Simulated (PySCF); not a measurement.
H6O3PSi2 (SMILES O=[P](O[SiH3])O[SiH3]) (doublet)

```xyz
12

P    -0.3415    1.1198    1.0305
O    -1.6349    1.8472    0.8796
O    -0.3917   -0.2637    1.8549
Si    0.2078   -1.8045    1.4780
O     0.2946    0.6041   -0.3805
Si   -0.0350    1.1945   -1.9404
H    -0.0658   -2.6359    2.6782
H    -0.5072   -2.3451    0.2893
H     1.6712   -1.7279    1.2156
H     0.1344    2.6729   -1.9606
H    -1.4167    0.8145   -2.3385
H     0.9686    0.5389   -2.8189
```

Geometry: PBE0-D3(BJ)/def2-SVP.

Method: PySCF, UKS B3LYP, IGLO-III on O P Si, pcH-1 on H, non-relativistic, mean-field spin-orbit, GIAO.

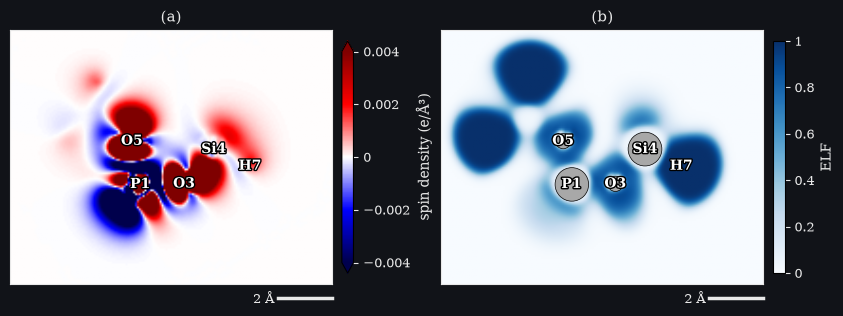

Figure 1. (a) spin density; (b) ELF on the plane of atoms O3, P1 and O5. Grey discs cover the atomic cores in the ELF map.

> What does the map show?

- Atoms in the plane: P, O, Si and H.
- Si–O (1.70 Å): the ELF peaks at about 0.85 between the atoms; a polar covalent bond.
- Si–H (1.49 Å): the ELF climbs to about 1 towards the hydrogen, as it does in any bond to H.
- P–O (1.61 Å): the ELF peaks at about 0.85 between the atoms: a shared but strongly polarised pair.
- The ELF also peaks beside O3 and O5, away from the bonds: non-bonding electrons, paired or unpaired.
- The unpaired spin (1 electron) lies mostly on P1 (about 0.6), O2 (about 0.2), O5 (about 0.1) and O3 (about 0.1), in electrons by Hirshfeld's partition.

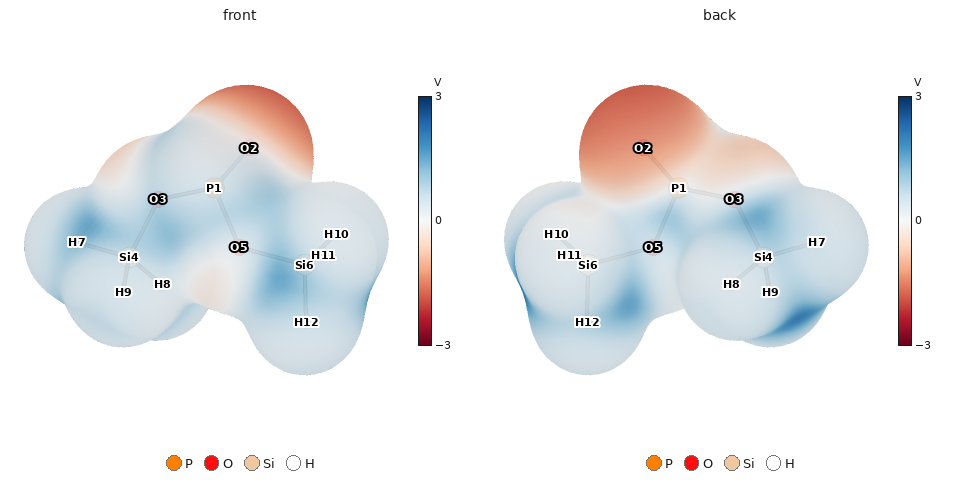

Figure 2. The electrostatic potential painted on the density surface at 0.002 e/bohr³, seen from the front and from behind; red is negative and blue positive.

> Describe the electrostatic potential map.

The most negative region (about −1.7 V) lies over O2, the most positive (about +2.0 V) over Si4 and Si6. O2 is the likeliest acceptor of a hydrogen bond.
